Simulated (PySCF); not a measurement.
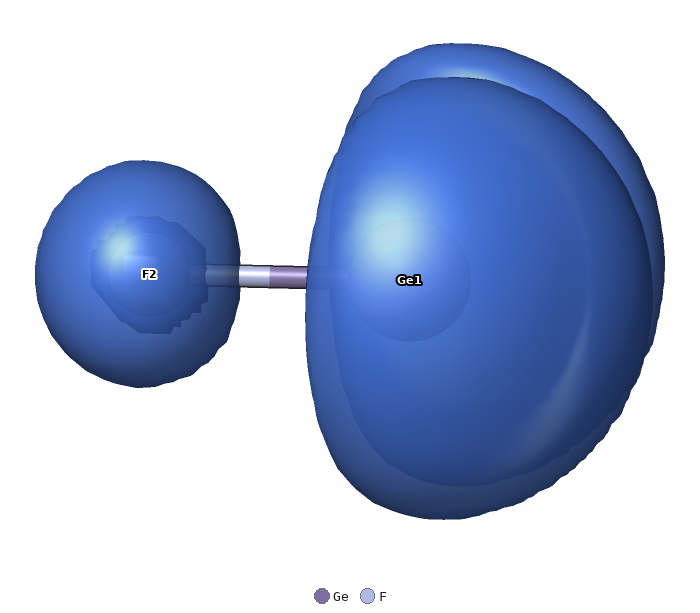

Figure 1: GeF (doublet). Isosurface of the electron localisation function at 0.75 (blue), seen from one side. Core shells and regions of very low density are left out.

Theory: PySCF, PBE0/aug-pcseg-1, non-relativistic, at a bond length of 1.798 Å.

```xyz
2

Ge    0.0000    0.0000   -0.3676
F     0.0000    0.0000    1.4304
```

**What do the ELF domains correspond to?**

At this value the surface marks out two lobes on Ge, pointing away from the bonds (non-bonding electrons) and one region wrapped around F (its valence shell).

Values along the shortest contacts:
Ge–F (1.80 Å): the ELF peaks at about 0.85 in the valence shell of F, 0.5 Å from its nucleus, and is about 0.20 at the midpoint.
